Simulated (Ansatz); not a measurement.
Where the default PAW files enter, the runs use the earlier of Ansatz's two default sets.

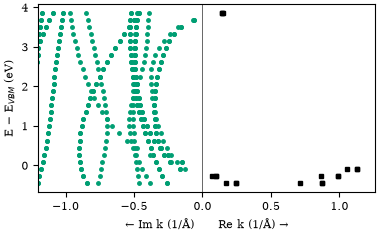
Figure: Complex bands at the centre of the two-dimensional zone; r2SCAN (Ansatz, a program for electronic structure)

The gap is the functional's own, uncorrected, and κ follows it; spin-orbit coupling is left out. Mid-gap values are interpolated between the computed energies.

**Question.** This is BaZrO$_{3}$ (Pm-3m, cubic perovskite, 5 atoms a cell, 14.9 Å³ an atom) along the normal of (111). Read off the slowest decay at the centre of the two-dimensional zone at 1.89 eV, the computed energy nearest the middle of the gap.

**Answer.** κ ≈ 0.34 1/Å, a decay length 1/(2κ) of the density of 1.5 Å.
